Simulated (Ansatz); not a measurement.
**Cl3FSW: single points with varied inputs**

Aim: run Cl3FSW under a spread of inputs, and see what each costs and gives.

Program: Ansatz 0.2.0, Gaussian basis. Level of theory: the settings change from run to run. These are calculated values, not measurements.

## (1) The molecule

The geometry comes from an earlier relaxation with PBE0-D4 in a triple-zeta def2 set; it is a stationary point. W takes a core potential in def2 sets; no spin-orbit term is included.

SMILES `[F][W](=[S])([Cl])([Cl])[Cl]`, 6 atoms, charge 0, spin multiplicity 1.

Atoms are counted from 1 here; the program's logs count them from 0.

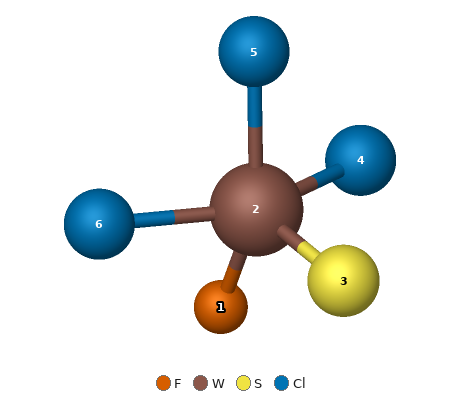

The geometry (fluorine orange, tungsten brown, sulfur yellow, chlorine blue); atoms are numbered from 1 in the order of the file.

Coordinates:

```xyz
6
Cl3FSW
F    -1.6278   -0.4398    0.8604
W    -0.0105   -0.0344    0.0386
S     1.4428   -0.7333    1.3623
Cl   -0.5087   -1.7969   -1.3216
Cl    1.2109    0.8358   -1.6759
Cl   -0.4645    2.1045    0.6900
```

## (2) B97/def2-TZVP

Options: multiplicity 3.

File in.yaml:

```yaml
crystal:
  periodic: [false, false, false]
  atoms:
    - {symbol: F, position_ang: [-1.627788, -0.439795, 0.860397]}
    - {symbol: W, position_ang: [-0.010480, -0.034365, 0.038615]}
    - {symbol: S, position_ang: [1.442763, -0.733328, 1.362292]}
    - {symbol: Cl, position_ang: [-0.508714, -1.796938, -1.321642]}
    - {symbol: Cl, position_ang: [1.210863, 0.835835, -1.675872]}
    - {symbol: Cl, position_ang: [-0.464543, 2.104493, 0.690011]}
basis:
  gaussian: {orbitals: def2-TZVP}
magnetization: {spin_polarized: true, initial_magnetization: 2}
hamiltonian: {xc: {name: B97}}
output: {forces: true}
```

On the command line:

```bash
ansatz run in.yaml --threads 4 --pin off --events-out ev --progress --plain --max-ram 11315MiB
```

The program printed, cut to the lines that bear on the results:

```text
Functional definition: B97
  name "B97"
  cite "Becke, J. Chem. Phys. 107, 8554 (1997) doi:10.1063/1.475007"
[...]
      + integral(e_c_pw_opposite_spin*poly(b97_u_opposite, cos0, cos1, cos2))
1596 factors; their error is unknown
[...]
mean field -52945.71768592 eV, -1945.7192370610 hartree, gradient 4.1e-6 eV, S^2 2.009783; 8 other end points of the search recorded, 0 dependent functions left out
[...]
reference -52945.71771032 eV, -1945.7192379577 hartree; 46, 44 occupied and 173, 175 virtual orbitals, 1596 factors
Total energy: -52945.71771032 eV, -1945.7192379577 hartree
Atom 0 at    -1.627788    -0.439795     0.860397 Å, force    -1.290782    -0.143693     0.307102 eV/Å
Atom 1 at    -0.010480    -0.034365     0.038615 Å, force    -1.124739     0.366237    -0.685605 eV/Å
Atom 2 at     1.442763    -0.733328     1.362292 Å, force     2.074436    -0.925693     1.749763 eV/Å
Atom 3 at    -0.508714    -1.796938    -1.321642 Å, force    -0.058252    -0.669727    -0.567057 eV/Å
Atom 4 at     1.210863     0.835835    -1.675872 Å, force     0.440398     0.521666    -1.021402 eV/Å
Atom 5 at    -0.464543     2.104493     0.690011 Å, force    -0.041062     0.851211     0.217199 eV/Å
Dipole moment:     0.307309    -0.041822     0.074370 e Å
```

Run time: 1.8 min. Hardware: 4 threads of Arm Neoverse V1, shared host; peak memory 1.8 GiB.

Largest force 2.867 eV/Å, dipole 1.53 D, ⟨S²⟩ 2.010.

## (3) r2SCAN0/x2c-TZVPPall

Set apart from the defaults: charge -1, multiplicity 2, atoms shaken by 0.03 Å.

File in.yaml:

```yaml
crystal:
  periodic: [false, false, false]
  atoms:
    - {symbol: F, position_ang: [-1.574580, -0.427611, 0.828145]}
    - {symbol: W, position_ang: [0.030457, -0.051227, 0.008988]}
    - {symbol: S, position_ang: [1.469041, -0.754536, 1.397491]}
    - {symbol: Cl, position_ang: [-0.457152, -1.809245, -1.336910]}
    - {symbol: Cl, position_ang: [1.174191, 0.818144, -1.671390]}
    - {symbol: Cl, position_ang: [-0.430186, 2.078169, 0.676431]}
basis:
  gaussian: {orbitals: x2c-TZVPPall}
total_charge: -1
magnetization: {spin_polarized: true, initial_magnetization: 1}
hamiltonian: {xc: {name: r2SCAN0}}
output: {forces: true}
```

Same command.

The program printed, cut to the lines that bear on the results:

```text
Functional definition: r2SCAN0
  name "r2SCAN0"
  cite "Bursch, Neugebauer, Ehlert & Grimme, J. Chem. Phys. 156, 134105 (2022) doi:10.1063/5.0086040"
  cite "Furness, Kaplan, Ning, Perdew & Sun, J. Phys. Chem. Lett. 11, 8208 (2020) doi:10.1021/acs.jpclett.0c02405"
  cite "Furness, Kaplan, Ning, Perdew & Sun, J. Phys. Chem. Lett. 11, 9248 (2020) doi:10.1021/acs.jpclett.0c03077"
  parent r2scan
[...]
2053 factors; integrals over basis functions are off by at most 5.5e-4 eV
[...]
mean field -490616.28422657 eV, -18029.8158936650 hartree, gradient 1.4e-5 eV, S^2 0.761438; 2 other end points of the search recorded, 0 dependent functions left out
[...]
reference -490616.28424650 eV, -18029.8158943972 hartree; 76, 75 occupied and 220, 221 virtual orbitals, 2053 factors
Total energy: -490616.28424650 eV, -18029.8158943972 hartree
Relativity: scalar
Atom 0 at    -1.574580    -0.427611     0.828145 Å, force    -1.935334    -0.338170     0.468969 eV/Å
Atom 1 at     0.030457    -0.051227     0.008988 Å, force     1.579003    -0.861158     2.297512 eV/Å
Atom 2 at     1.469041    -0.754536     1.397491 Å, force     0.046597     0.049965    -0.240751 eV/Å
Atom 3 at    -0.457152    -1.809245    -1.336910 Å, force    -0.462882    -0.974877    -0.794122 eV/Å
Atom 4 at     1.174191     0.818144    -1.671390 Å, force     1.150429     0.993251    -1.975092 eV/Å
Atom 5 at    -0.430186     2.078169     0.676431 Å, force    -0.377814     1.130989     0.243484 eV/Å
Dipole moment:     0.020870    -0.001612    -0.055170 e Å
```

It took 68 s on 4 threads of Arm Neoverse V1, shared host; peak memory 1.9 GiB.

Largest force 2.918 eV/Å, ⟨S²⟩ 0.761.

## (4) BHLYP/def2-SVPD

Set apart from the defaults: D3(BJ) with three-body dispersion, the search for lower states set to light.

File in.yaml:

```yaml
crystal:
  periodic: [false, false, false]
  atoms:
    - {symbol: F, position_ang: [-1.627788, -0.439795, 0.860397]}
    - {symbol: W, position_ang: [-0.010480, -0.034365, 0.038615]}
    - {symbol: S, position_ang: [1.442763, -0.733328, 1.362292]}
    - {symbol: Cl, position_ang: [-0.508714, -1.796938, -1.321642]}
    - {symbol: Cl, position_ang: [1.210863, 0.835835, -1.675872]}
    - {symbol: Cl, position_ang: [-0.464543, 2.104493, 0.690011]}
basis:
  gaussian: {orbitals: def2-SVPD}
hamiltonian: {xc: {name: BHLYP}, dispersion: d3bjatm}
scf: {lower_state_search: light}
output: {forces: true}
```

Launched as before.

The program printed, cut to the lines that bear on the results:

```text
Functional definition: BHLYP
  name "BHLYP"
  cite "Becke, J. Chem. Phys. 98, 1372 (1993) doi:10.1063/1.464304"
  cite "Becke, Phys. Rev. A 38, 3098 (1988) doi:10.1103/PhysRevA.38.3098"
  cite "Lee, Yang & Parr, Phys. Rev. B 37, 785 (1988) doi:10.1103/PhysRevB.37.785"
[...]
1521 factors; integrals over basis functions are off by at most 6.6e-4 eV
[...]
mean field -52930.18164596 eV, -1945.1482981232 hartree, gradient 4.1e-5 eV, S^2 0.000000; 0 other end points of the search recorded, 0 dependent functions left out
[...]
reference -52930.18183672 eV, -1945.1483051335 hartree; 45, 45 occupied and 121, 121 virtual orbitals, 1521 factors
Total energy: -52930.76505337 eV, -1945.1697379501 hartree
Atom 0 at    -1.627788    -0.439795     0.860397 Å, force    -0.279345    -0.063491     0.129378 eV/Å
Atom 1 at    -0.010480    -0.034365     0.038615 Å, force     0.429214    -0.223896     0.424827 eV/Å
Atom 2 at     1.442763    -0.733328     1.362292 Å, force    -0.153997     0.075706    -0.143457 eV/Å
Atom 3 at    -0.508714    -1.796938    -1.321642 Å, force    -0.112740    -0.324832    -0.236380 eV/Å
Atom 4 at     1.210863     0.835835    -1.675872 Å, force     0.221640     0.153666    -0.302927 eV/Å
Atom 5 at    -0.464543     2.104493     0.690011 Å, force    -0.104772     0.382848     0.128558 eV/Å
Dipole moment:     0.270898    -0.051741     0.094410 e Å
```

Run time: 5.5 s. Hardware: 4 threads of Arm Neoverse V1, shared host.

Largest force 0.644 eV/Å, dipole 1.40 D.

## (5) B3LYP/def2-TZVPP

This run has multiplicity 3, D3(BJ) dispersion, the search for lower states set to full.

Changes to in.yaml since step 4:

```diff
@@ -10,5 +10,6 @@
 basis:
-  gaussian: {orbitals: def2-SVPD}
-hamiltonian: {xc: {name: BHLYP}, dispersion: d3bjatm}
-scf: {lower_state_search: light}
+  gaussian: {orbitals: def2-TZVPP}
+magnetization: {spin_polarized: true, initial_magnetization: 2}
+hamiltonian: {xc: {name: B3LYP}, dispersion: d3bj}
+scf: {lower_state_search: full}
 output: {forces: true}
```

The command is unchanged.

The program printed, cut to the lines that bear on the results:

```text
Functional definition: B3LYP
  name "B3LYP"
  cite "Stephens, Devlin, Chabalowski & Frisch, J. Phys. Chem. 98, 11623 (1994) doi:10.1021/j100096a001"
  cite "Becke, Phys. Rev. A 38, 3098 (1988) doi:10.1103/PhysRevA.38.3098"
  cite "Lee, Yang & Parr, Phys. Rev. B 37, 785 (1988) doi:10.1103/PhysRevB.37.785"
  cite "Vosko, Wilk & Nusair, Can. J. Phys. 58, 1200 (1980) doi:10.1139/p80-159"
[...]
1771 factors; their error is unknown
[...]
mean field -52955.14497761 eV, -1946.0656836407 hartree, gradient 6.2e-6 eV, S^2 2.011235; 18 other end points of the search recorded, 0 dependent functions left out
[...]
reference -52955.14526673 eV, -1946.0656942658 hartree; 46, 44 occupied and 209, 211 virtual orbitals, 1771 factors
Total energy: -52955.76148148 eV, -1946.0883397399 hartree
Atom 0 at    -1.627788    -0.439795     0.860397 Å, force    -1.322469    -0.146577     0.313391 eV/Å
Atom 1 at    -0.010480    -0.034365     0.038615 Å, force    -1.103650     0.348942    -0.652527 eV/Å
Atom 2 at     1.442763    -0.733328     1.362292 Å, force     2.076477    -0.922063     1.742676 eV/Å
Atom 3 at    -0.508714    -1.796938    -1.321642 Å, force    -0.074430    -0.716077    -0.583296 eV/Å
Atom 4 at     1.210863     0.835835    -1.675872 Å, force     0.480332     0.544173    -1.065930 eV/Å
Atom 5 at    -0.464543     2.104493     0.690011 Å, force    -0.056259     0.891602     0.245685 eV/Å
Dipole moment:     0.312486    -0.049457     0.089065 e Å
```

Run time: 4.1 min. Hardware: 4 threads of Arm Neoverse V1, shared host; peak memory 2 GiB.

Largest force 2.863 eV/Å, dipole 1.58 D, ⟨S²⟩ 2.011.

## (6) B97/def2-mTZVPP

This run has a grid of angular degree 47.

Changes to in.yaml since step 5:

```diff
@@ -10,6 +10,4 @@
 basis:
-  gaussian: {orbitals: def2-TZVPP}
-magnetization: {spin_polarized: true, initial_magnetization: 2}
-hamiltonian: {xc: {name: B3LYP}, dispersion: d3bj}
-scf: {lower_state_search: full}
+  gaussian: {orbitals: def2-mTZVPP, final_grid: {core_spheres: 20, valence_spheres: 16, degree: 47}}
+hamiltonian: {xc: {name: B97}}
 output: {forces: true}
```

Same command.

The program printed, cut to the lines that bear on the results:

```text
Functional definition: B97
  name "B97"
  cite "Becke, J. Chem. Phys. 107, 8554 (1997) doi:10.1063/1.475007"
[...]
      + integral(e_c_pw_opposite_spin*poly(b97_u_opposite, cos0, cos1, cos2))
1583 factors; integrals over basis functions are off by at most 2.0e-4 eV
[...]
mean field -52947.05794312 eV, -1945.7684906047 hartree, gradient 5.0e-5 eV, S^2 0.000000; 0 other end points of the search recorded, 0 dependent functions left out
[...]
reference -52947.05796697 eV, -1945.7684914811 hartree; 45, 45 occupied and 123, 123 virtual orbitals, 1583 factors
Total energy: -52947.05796697 eV, -1945.7684914811 hartree
Atom 0 at    -1.627788    -0.439795     0.860397 Å, force    -0.620943    -0.159211     0.322517 eV/Å
Atom 1 at    -0.010480    -0.034365     0.038615 Å, force    -0.167670     0.134221    -0.256605 eV/Å
Atom 2 at     1.442763    -0.733328     1.362292 Å, force     0.709785    -0.355375     0.673625 eV/Å
Atom 3 at    -0.508714    -1.796938    -1.321642 Å, force    -0.165779    -0.543582    -0.395757 eV/Å
Atom 4 at     1.210863     0.835835    -1.675872 Å, force     0.397026     0.283500    -0.558577 eV/Å
Atom 5 at    -0.464543     2.104493     0.690011 Å, force    -0.152419     0.640448     0.214798 eV/Å
Dipole moment:     0.206697    -0.039240     0.071574 e Å
```

Run time: 7 s. Hardware: 4 threads of Arm Neoverse V1, shared host.

Largest force 1.041 eV/Å, dipole 1.07 D.

## (7) wB97X-V/def2-mTZVPP

Set apart from the defaults: finite nuclei.

Changes to in.yaml since step 6:

```diff
@@ -10,4 +10,4 @@
 basis:
-  gaussian: {orbitals: def2-mTZVPP, final_grid: {core_spheres: 20, valence_spheres: 16, degree: 47}}
-hamiltonian: {xc: {name: B97}}
+  gaussian: {orbitals: def2-mTZVPP, nuclear_model: gaussian}
+hamiltonian: {xc: {name: wB97X-V}}
 output: {forces: true}
```

Same command.

The program printed, cut to the lines that bear on the results:

```text
Functional definition: wB97X-V
  name "wB97X-V"
  cite "Mardirossian & Head-Gordon, Phys. Chem. Chem. Phys. 16, 9904 (2014) doi:10.1039/C3CP54374A"
  cite "Becke, J. Chem. Phys. 107, 8554 (1997) doi:10.1063/1.475007"
  cite "Vydrov & Van Voorhis, J. Chem. Phys. 133, 244103 (2010) doi:10.1063/1.3521275"
[...]
      + integral(e_c_pw_opposite_spin*poly(b97_u_opposite, cos0, cos1)) + vv10(b, c)
1583 factors; integrals over basis functions are off by at most 2.0e-4 eV
387 factors; integrals over basis functions are off by at most 8.2e-6 eV
[...]
mean field -52944.40591353 eV, -1945.6710303149 hartree, gradient 8.1e-5 eV, S^2 0.000000; 0 other end points of the search recorded, 0 dependent functions left out
[...]
reference -52944.40591166 eV, -1945.6710302462 hartree; 45, 45 occupied and 123, 123 virtual orbitals, 1583 factors
Total energy: -52944.40591166 eV, -1945.6710302462 hartree
Atom 0 at    -1.627788    -0.439795     0.860397 Å, force    -0.203238    -0.039756     0.081677 eV/Å
Atom 1 at    -0.010480    -0.034365     0.038615 Å, force     0.313768    -0.220670     0.421109 eV/Å
Atom 2 at     1.442763    -0.733328     1.362292 Å, force    -0.100604     0.037104    -0.069765 eV/Å
Atom 3 at    -0.508714    -1.796938    -1.321642 Å, force    -0.099685    -0.270332    -0.220985 eV/Å
Atom 4 at     1.210863     0.835835    -1.675872 Å, force     0.182595     0.155181    -0.305009 eV/Å
Atom 5 at    -0.464543     2.104493     0.690011 Å, force    -0.092836     0.338473     0.092973 eV/Å
Dipole moment:     0.227692    -0.062470     0.116164 e Å
```

Wall time 15 s (4 threads of Arm Neoverse V1, shared host); peak memory 0.72 GiB.

Largest force 0.570 eV/Å, dipole 1.26 D.

## (8) wB97/def2-SVPD

Options: multiplicity 3, relativity set to scalar.

Changes to in.yaml since step 7:

```diff
@@ -10,4 +10,5 @@
 basis:
-  gaussian: {orbitals: def2-mTZVPP, nuclear_model: gaussian}
-hamiltonian: {xc: {name: wB97X-V}}
+  gaussian: {orbitals: def2-SVPD}
+magnetization: {spin_polarized: true, initial_magnetization: 2}
+hamiltonian: {xc: {name: wB97}, pseudopotentials: {relativity: scalar}}
 output: {forces: true}
```

Launched as before.

The program printed, cut to the lines that bear on the results:

```text
Functional definition: wB97
  name "wB97"
  cite "Chai & Head-Gordon, J. Chem. Phys. 128, 084106 (2008) doi:10.1063/1.2834918"
  cite "Becke, J. Chem. Phys. 107, 8554 (1997) doi:10.1063/1.475007"
[...]
  # The coefficients of nought are those of the uniform gas.
[...]
      + integral(e_c_pw_opposite_spin*poly(b97_u_opposite, 1, cos1, cos2, cos3, cos4))
1599 factors; their error is unknown
602 factors; integrals over basis functions are off by at most 3.2e-5 eV
[...]
mean field -53062.36912208 eV, -1950.0060982709 hartree, gradient 9.9e-8 eV, S^2 2.016155; 6 other end points of the search recorded, 0 dependent functions left out
[...]
reference -53062.36910672 eV, -1950.0060977066 hartree; 46, 44 occupied and 120, 122 virtual orbitals, 1599 factors
Total energy: -53062.36910672 eV, -1950.0060977066 hartree
Relativity: scalar
Atom 0 at    -1.627788    -0.439795     0.860397 Å, force    -1.375891    -0.162209     0.344877 eV/Å
Atom 1 at    -0.010480    -0.034365     0.038615 Å, force    -2.042176     1.407701    -2.685286 eV/Å
Atom 2 at     1.442763    -0.733328     1.362292 Å, force     3.124896    -1.452647     2.748684 eV/Å
Atom 3 at    -0.508714    -1.796938    -1.321642 Å, force    -0.019441    -0.469029    -0.064531 eV/Å
Atom 4 at     1.210863     0.835835    -1.675872 Å, force     0.323099     0.351372    -0.688568 eV/Å
Atom 5 at    -0.464543     2.104493     0.690011 Å, force    -0.010486     0.324813     0.344823 eV/Å
Dipole moment:     0.385640    -0.198396     0.376309 e Å
```

It took 2.1 min on 4 threads of Arm Neoverse V1, shared host; peak memory 1.2 GiB.

Largest force 4.408 eV/Å, dipole 2.76 D, ⟨S²⟩ 2.016.

## (9) PBE0-DH/def2-mTZVPP

This run has charge +1, multiplicity 2.

Changes to in.yaml since step 8:

```diff
@@ -10,5 +10,5 @@
 basis:
-  gaussian: {orbitals: def2-SVPD}
-magnetization: {spin_polarized: true, initial_magnetization: 2}
-hamiltonian: {xc: {name: wB97}, pseudopotentials: {relativity: scalar}}
-output: {forces: true}
+  gaussian: {orbitals: def2-mTZVPP}
+total_charge: 1
+magnetization: {spin_polarized: true, initial_magnetization: 1}
+hamiltonian: {xc: {name: PBE0-DH}}
```

Same command.

The program printed, cut to the lines that bear on the results:

```text
Functional definition: PBE0-DH
  name "PBE0-DH"
  cite "Brémond & Adamo, J. Chem. Phys. 135, 024106 (2011) doi:10.1063/1.3604569"
  cite "Perdew, Burke & Ernzerhof, Phys. Rev. Lett. 77, 3865 (1996) doi:10.1103/PhysRevLett.77.3865"
[...]
1583 factors; integrals over basis functions are off by at most 2.0e-4 eV
[...]
mean field -52914.32054603 eV, -1944.5654134521 hartree, gradient 5.2e-6 eV, S^2 0.804111; 7 other end points of the search recorded, 0 dependent functions left out
21 core orbitals not correlated: weight in the atoms' cores, before any rotation towards them, 1.000 or more for the frozen orbitals, at most 0.000 for the correlated occupied ones
reference -52914.32056662 eV, -1944.5654142084 hartree; 24, 23 occupied and 123, 124 virtual orbitals, 1583 factors
second order -41.99348990 eV of doubles, -0.00000000 eV of singles
Total energy: -52919.56975285 eV, -1944.7583182446 hartree
```

Run time: 41 s. Hardware: 4 threads of Arm Neoverse V1, shared host; peak memory 0.79 GiB.

⟨S²⟩ 0.804.

## (10) wB97X/ANO-RCC-VTZP

Options: a grid of angular degree 47.

Changes to in.yaml since step 9:

```diff
@@ -10,5 +10,4 @@
 basis:
-  gaussian: {orbitals: def2-mTZVPP}
-total_charge: 1
-magnetization: {spin_polarized: true, initial_magnetization: 1}
-hamiltonian: {xc: {name: PBE0-DH}}
+  gaussian: {orbitals: ANO-RCC-VTZP, final_grid: {core_spheres: 20, valence_spheres: 16, degree: 47}}
+hamiltonian: {xc: {name: wB97X}}
+output: {forces: true}
```

Launched as before.

The program printed, cut to the lines that bear on the results:

```text
Functional definition: wB97X
  name "wB97X"
  cite "Chai & Head-Gordon, J. Chem. Phys. 128, 084106 (2008) doi:10.1063/1.2834918"
  cite "Becke, J. Chem. Phys. 107, 8554 (1997) doi:10.1063/1.475007"
[...]
  # The coefficients of nought are those of the uniform gas.
[...]
      + exact_x_lr(omega)
[...]
      + integral(e_c_pw_opposite_spin*poly(b97_u_opposite, 1, cos1, cos2, cos3, cos4))
2013 factors; integrals over basis functions are off by at most 5.4e-4 eV
357 factors; integrals over basis functions are off by at most 7.1e-6 eV
[...]
mean field -490642.31122320 eV, -18030.7723681494 hartree, gradient 2.5e-5 eV, S^2 0.000000; 0 other end points of the search recorded, 0 dependent functions left out
[...]
reference -490642.31116822 eV, -18030.7723661289 hartree; 75, 75 occupied and 195, 195 virtual orbitals, 2013 factors
Total energy: -490642.31116822 eV, -18030.7723661289 hartree
Relativity: scalar
Atom 0 at    -1.627788    -0.439795     0.860397 Å, force     0.187629     0.073553    -0.146653 eV/Å
Atom 1 at    -0.010480    -0.034365     0.038615 Å, force     0.506684    -0.358130     0.683458 eV/Å
Atom 2 at     1.442763    -0.733328     1.362292 Å, force    -0.563863     0.260819    -0.493470 eV/Å
Atom 3 at    -0.508714    -1.796938    -1.321642 Å, force    -0.026389     0.055787    -0.005402 eV/Å
Atom 4 at     1.210863     0.835835    -1.675872 Å, force    -0.076686    -0.004505     0.010382 eV/Å
Atom 5 at    -0.464543     2.104493     0.690011 Å, force    -0.027375    -0.027525    -0.048314 eV/Å
Dipole moment:     0.239052    -0.051911     0.095438 e Å
```

It took 72 s on 4 threads of Arm Neoverse V1, shared host; peak memory 1.8 GiB.

Largest force 0.923 eV/Å, dipole 1.26 D.

## (11) All runs side by side

```csv
level,charge,multiplicity,geometry,functions,energy (eV),time
B97/def2-TZVP,0,3,relaxed,219,-52945.718,1.8 min
r2SCAN0/x2c-TZVPPall,-1,2,shaken,296,-490616.284,68 s
BHLYP/def2-SVPD,0,1,relaxed,166,-52930.765,5.5 s
B3LYP/def2-TZVPP,0,3,relaxed,255,-52955.761,4.1 min
B97/def2-mTZVPP,0,1,relaxed,168,-52947.058,7 s
wB97X-V/def2-mTZVPP,0,1,relaxed,168,-52944.406,15 s
wB97/def2-SVPD,0,3,relaxed,166,-53062.369,2.1 min
PBE0-DH/def2-mTZVPP,1,2,relaxed,168,-52919.570,41 s
wB97X/ANO-RCC-VTZP,0,1,relaxed,270,-490642.311,72 s
```

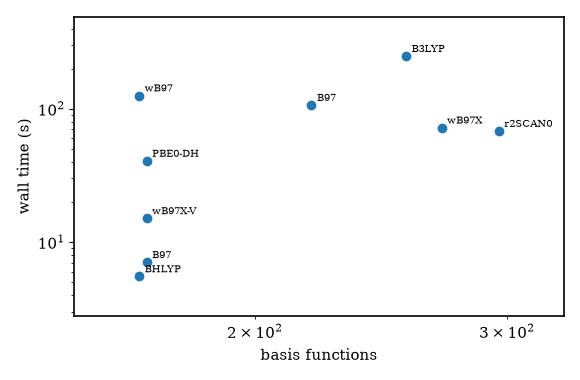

Wall time against the number of basis functions (shared host).

## (12) What came out

| quantity | value |
| --- | --- |
| runs | 9 |
| quickest | BHLYP/def2-SVPD, 5.5 s |
| slowest | B3LYP/def2-TZVPP, 4.1 min |
| spread of total energies, same state and geometry | 437711.5 eV |
| dipole, same state and geometry | 1.07 to 1.40 D |

In words: B3LYP/def2-TZVPP took 45 times as long as BHLYP/def2-SVPD. The jobs differ in tasks and options as well as level. The totals spread over 437712 eV; they can't be compared across methods or bases. Some of these runs are scalar-relativistic and others not, which shifts the totals of all-electron atoms past neon by several eV an atom and more; core potentials, where a basis has them, take the core out of the total altogether. At the PBE0-D4/def2-TZVP geometry and in the same state, the sound runs without point charges leave forces up to 1.04 eV/Å (B97/def2-mTZVPP). At that geometry and state the dipole changes by 31 % between the lowest and highest value.
